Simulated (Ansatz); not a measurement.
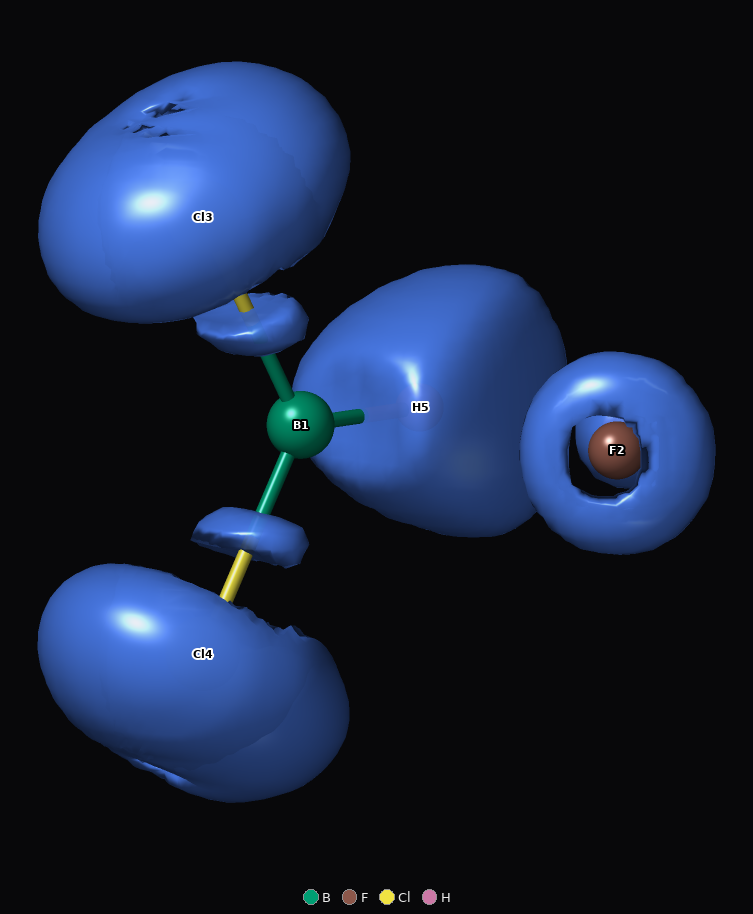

Figure. BCl$_{2}$H···HF. Isosurface of the electron localisation function at 0.85 (blue), seen across its widest extent. Core shells and regions of very low density are left out.

Theory: RKS revPBE-D4/def2-SVP in Ansatz.

The calculation's input:

```
crystal:
  periodic: [false, false, false]
  atoms:
    - { symbol: B, position_ang: [0.0, 0.0, 0.0] }
    - { symbol: F, position_ang: [0.0, 0.0, 1.67] }
    - { symbol: Cl, position_ang: [1.6108, 0.0, -0.93] }
    - { symbol: Cl, position_ang: [-1.6108, 0.0, -0.93] }
    - { symbol: H, position_ang: [0.0623, -1.4126, 0.4698] }
    - { symbol: H, position_ang: [0.0491, -1.1133, 1.3144] }
basis:
  gaussian: { orbitals: def2-SVP }
hamiltonian:
  xc: revpbe
  dispersion: d4
relax:
  f_tol: 0.15
  max_steps: 25
  restrain:
    - { distance: [0, 4], at: 1.19, k: 30.0 }
    - { distance: [5, 1], at: 0.92, k: 30.0 }
    - { distance: [0, 1], at: 2.52, k: 30.0 }
    - { distance: [5, 4], at: 1.86, k: 30.0 }
output:
  orbitals: {}
```

Run with:

```sh
ansatz run input.yaml --threads 1 --pin off --max-ram 2048MiB --backend cpu --events-out ev --progress --plain --runs-dir out
```

The fields are those of the run's last geometry, not of the input's.

Where are the electrons localised?

At this value the surface marks out two regions between bonded B–Cl atoms (shared pairs), two regions around hydrogen nuclei, two rings or bowls of non-bonding electrons around Cl and one region wrapped around F (its lone pairs, merged into a ring or cap).

Values along the shortest contacts:
B1···H6 (2.28 Å): the ELF dips to about 0.10 between them. B–Cl (1.75 Å): the ELF peaks at about 0.90 between the atoms: a shared but strongly polarised pair.
